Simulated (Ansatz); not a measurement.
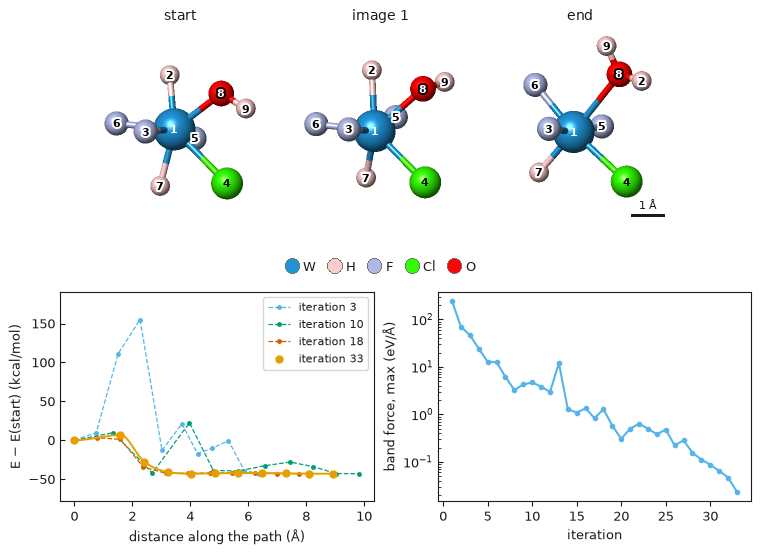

NEB run on WH3OClF3 (multiplicity 2). Images are numbered from 0 (start) to 10 (end). The plot follows the band through its iterations. Style: ball-and-stick. Shown at a tilt.

Method: Ansatz, UKS PBE/def2-SVP. Set-up: 9 movable images; climbing image; force threshold 0.03 eV/Å; iteration limit 60; starting path through a guess of the saddle point.

Question: Judge this run.

Answer: The run is converged, with reservations. The band converged in 33 iterations. The largest component of the band force went from 240 to 0.023 eV/Å. The climbing image converged on the top of the path. Its vibrational analysis gives one imaginary mode (226i cm⁻¹), as a transition state must have. The first iteration put the highest image at 1008.9 kcal/mol. The energy climbs by 6.9 kcal/mol to image 1 and then falls by 49.8 kcal/mol, so the end point sits at −42.9 kcal/mol.
